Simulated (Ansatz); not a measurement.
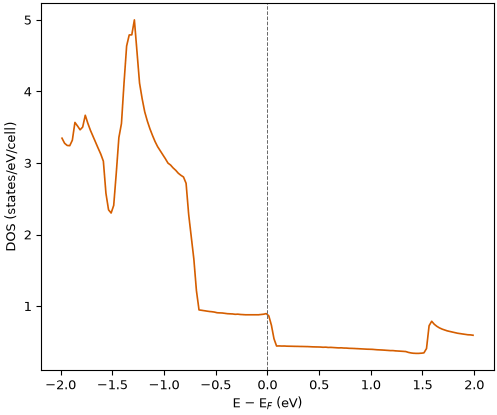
Figure. Density of states of LiPd (Pm-3m) near the Fermi level, Ansatz (a first-principles code) with PBEsol, rigid bands.

### Question
With 2 atoms a cell, what bare Sommerfeld coefficient γ = (π²/3) k_B² N(E_F) follows?

### Answer
N(E_F) ≈ 0.82 states/eV a cell at 300 K, so γ ≈ 0.96 mJ/(mol of atoms·K²), before electron-phonon enhancement.

### Question
How far does the Fermi level move in a rigid band for 0.1 electron a cell added or removed?

### Answer
174 meV and -115 meV.

A metal at this level (no band gap); rigid bands, thermally averaged at 300 K, both spins. Spin-orbit coupling is left out. Geometry: cell and atoms relaxed with PBEsol.

Formula and space group known from diffraction (Crystallography Open Database), not checked to be the room-temperature form: LiPd (Pm-3m).
